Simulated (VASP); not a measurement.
Input:

```xyz
2
Lattice="0.0000 2.5236 2.5236 2.5236 0.0000 2.5236 2.5236 2.5236 0.0000" Properties=species:S:1:pos:R:3 pbc="T T T"
Pt     0.0000     0.0000     0.0000
S      2.5236     2.5236     2.5236
```

These are PBE GGA, VASP's PBE PAW potentials (set 64) (plane waves; VASP 6.6.1) values and carry that method's errors. Run with 400 eV cut-off, 14×14×14 Γ-centred mesh, tetrahedra with Blöchl corrections, potentials Pt S.

Unless said otherwise, spin-orbit coupling is left out, though it shifts the bands of the heavy elements here.

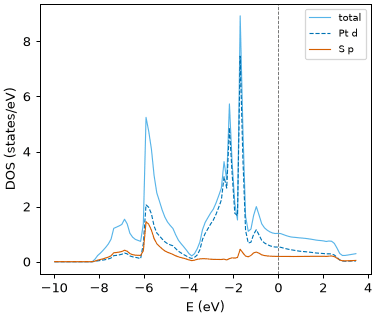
*Total and projected density of states, zero at the Fermi level*

Within 2 eV below the Fermi level the largest weight inside VASP's projection spheres is Pt d.

It has no gap at this level: it comes out as a metal or semimetal.

The structure was generated: PtS was put into the rock salt type (Fm-3m), which need not be its known phase. It was relaxed first, which changed the volume by -9 %.
